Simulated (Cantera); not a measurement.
A closed system holds: 1 mol N2O, 0.18 mol SO2, 0.092 mol O2, held at 53.0 Pa.

Method: chemical equilibrium by Gibbs-energy minimisation in Cantera with the NASA 1993 tables (ideal gas, pure condensed phases). Candidate condensed phases: S; 32 gas species. Ions and electrons are included (thermal ionisation). Rates play no part.

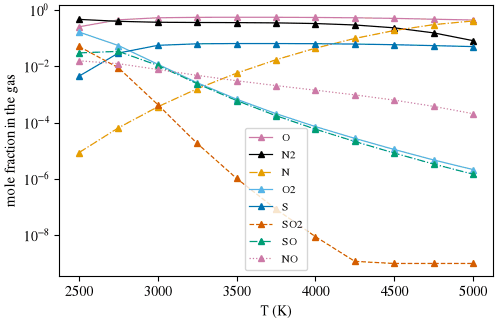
Figure. Equilibrium gas composition (values under 1e-9 drawn at 1e-9)

From 2500 K to 5000 K nothing is condensed.
